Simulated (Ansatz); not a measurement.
# BrH: interaction energy of a dimer with the counterpoise correction in Python

How strongly do two molecules of BrH bind, and how much of that is basis error? The task is the interaction energy of a dimer with the counterpoise correction, for BrH. SMILES: Br.

All numbers are computed with Ansatz 0.2.0, driven from Python. Level of theory: PBE/def2-SVP.

## 1. The structure

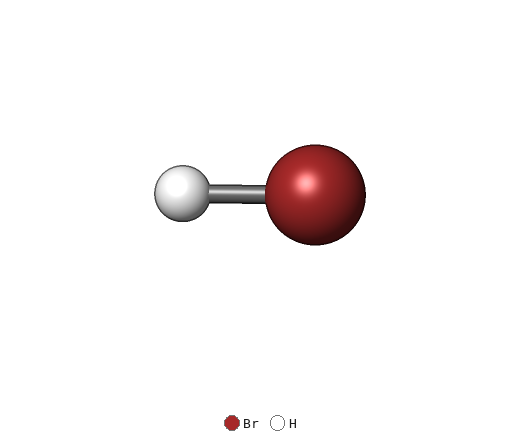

The starting structure, viewed from a chosen angle; bromine red, hydrogen white.

The script holds or builds the structure itself.

## 2. Script

dimer.py reads:

```python
"""Binding of a BrH dimer at a trial geometry."""

from dataclasses import dataclass
import logging
import sys

import ansatz as az

logging.basicConfig(stream=sys.stdout, format="%(name)s: %(message)s")
logger = logging.getLogger("run")
logger.setLevel(logging.INFO)


@dataclass
class RunConfig:
    basis: str = "def2-SVP"
    functional: str = "pbe"


opts = RunConfig()

FIRST = [
    ("Br", (-0.5949, 0.215, -0.3008)),
    ("H", (0.5949, -0.215, 0.3008)),
]
SECOND = [
    ("Br", (2.1204, -0.2839, -2.9495)),
    ("H", (1.4594, -0.6584, -1.7725)),
]

def energy(atoms, ghosts=()):
    molecule = az.Crystal.molecule()
    for symbol, xyz in atoms:
        molecule = molecule.atom(symbol, xyz)
    calc = (
        molecule.calculation()
        .basis(gaussian=opts.basis)
        .functional(opts.functional)
    )
    deck = calc.input()
    if ghosts:
        deck = deck.set(az.key.basis.gaussian.ghost_atoms, [{"symbol": s, "position_ang": list(xyz)} for s, xyz in ghosts])
    return az.Session.from_dict(deck).plan().execute().report["free_energy_ev"]

# ghost atoms carry the functions of the partner
both = energy(FIRST + SECOND)
alone = energy(FIRST) + energy(SECOND)
ghosted = energy(FIRST, SECOND) + energy(SECOND, FIRST)
logger.info(f"dimer {both:.6f} eV")
logger.info(f"interaction, uncorrected   {96.485332 * (both - alone):8.3f} kJ/mol")
logger.info(f"interaction, counterpoise  {96.485332 * (both - ghosted):8.3f} kJ/mol")
logger.info(f"basis-set superposition    {96.485332 * (alone - ghosted):8.3f} kJ/mol")
```

## 3. The input behind the calls

The engine receives this input (first run):

```yaml
crystal:
  periodic: [false, false, false]
  atoms:
    - { symbol: Br, position_ang: [-0.5949, 0.215, -0.3008] }
    - { symbol: H, position_ang: [0.5949, -0.215, 0.3008] }
    - { symbol: Br, position_ang: [2.1204, -0.2839, -2.9495] }
    - { symbol: H, position_ang: [1.4594, -0.6584, -1.7725] }
basis:
  gaussian:
    orbitals: def2-SVP
hamiltonian:
  xc: pbe
```

## 4. Running it

The run is started by

```bash
$ python dimer.py
```

Output:

```text
run: dimer -140087.072011 eV
run: interaction, uncorrected      0.682 kJ/mol
run: interaction, counterpoise     4.868 kJ/mol
run: basis-set superposition       4.186 kJ/mol
```

Run time: 2.3 s. Hardware: 1 thread of Intel Xeon Gold 6455B (Sapphire Rapids), shared host; peak memory 0.17 GiB.

## 5. Inputs of later runs

The engine's inputs for some of the other runs:

Run 2, against run 1:

```diff
@@ -6,2 +5,0 @@
-    - { symbol: Br, position_ang: [2.1204, -0.2839, -2.9495] }
-    - { symbol: H, position_ang: [1.4594, -0.6584, -1.7725] }
```

Run 3, against run 1:

```diff
@@ -4,2 +3,0 @@
-    - { symbol: Br, position_ang: [-0.5949, 0.215, -0.3008] }
-    - { symbol: H, position_ang: [0.5949, -0.215, 0.3008] }
```

Run 4, against run 1:

```diff
@@ -6,2 +5,0 @@
-    - { symbol: Br, position_ang: [2.1204, -0.2839, -2.9495] }
-    - { symbol: H, position_ang: [1.4594, -0.6584, -1.7725] }
@@ -10,0 +9,3 @@
+    ghost_atoms:
+      - { symbol: Br, position_ang: [2.1204, -0.2839, -2.9495] }
+      - { symbol: H, position_ang: [1.4594, -0.6584, -1.7725] }
```

Lines on the test bed's own set-up are left out of the output.

## 6. Run by run

The 5 runs, in the order started:

| run | system | ghost atoms | energy (eV) | SCF cycles | CPU time (s) |
| --- | --- | --- | --- | --- | --- |
| 1 | Br2H2 | not set | -140087.0720 | 16 | 0.53 |
| 2 | BrH | not set | -70043.5395 | 11 | 0.14 |
| 3 | BrH | not set | -70043.5395 | 11 | 0.14 |
| 4 | BrH | a list of 2 | -70043.5671 | 10 | 0.41 |
| 5 | BrH | a list of 2 | -70043.5553 | 10 | 0.39 |

Totals carry meaning only in balanced differences at one level of theory.

## 7. Summary of results

| quantity | value |
| --- | --- |
| interaction energy, uncorrected | 0.682 kJ/mol |
| interaction energy, counterpoise | 4.868 kJ/mol |
| runs compared | 5 |

What this shows: The pair is unbound at this geometry and level. Uncorrected it is 0.682 kJ/mol, with the counterpoise correction 4.868 kJ/mol; the difference, 4.19 kJ/mol, is the superposition error. The pose is repulsive. Notes:
- The dimer is a generated trial pose of unrelaxed monomers, not a minimum, so the figure is no binding energy, and the basis set is small.
- This level lacks the dispersion part of the attraction (electrostatics and induction are there), which can decide the sign where the interaction is weak.
